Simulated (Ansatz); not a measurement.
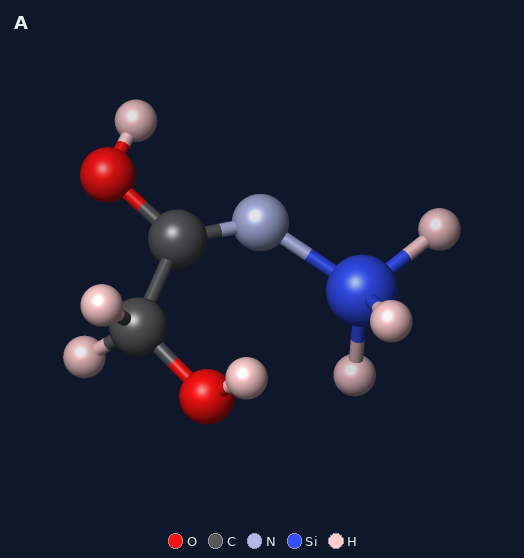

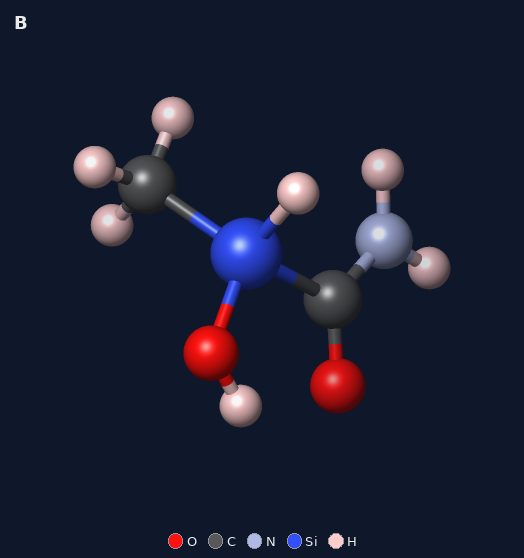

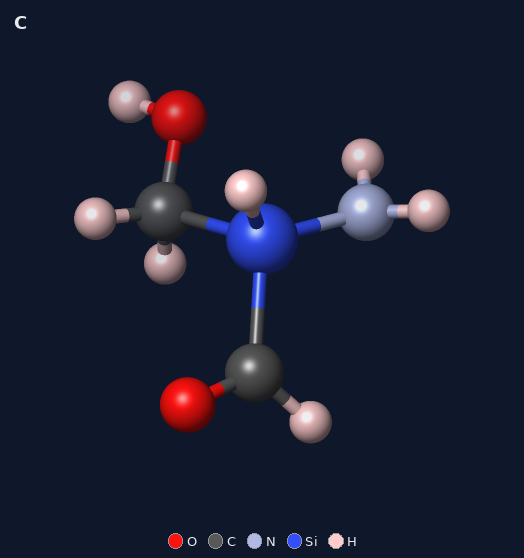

3 stationary structures of one formula. Geometries: PBE0-D4/def2-TZVP. Electronic energies: CCSD(T)/CBS (MP2 limit from def2-TZVPP and def2-QZVPP plus CCSD(T) − MP2) (Ansatz 0.2.0), without zero-point energy. No frequency run is at hand to confirm each as a minimum. Each is one conformer, not always the lowest.

> Are they conformers, stereoisomers or constitutional isomers?

They are constitutional isomers of C2H7NO2Si: A `OC/C(O)=N\[SiH3]`, B `C[Si@@H](O)C(N)=O`, C `N[Si@H](C=O)CO`.

> Which is lowest in energy, and by how much?

B is lowest; A lies 2.079 eV above it, C lies 2.179 eV above it.
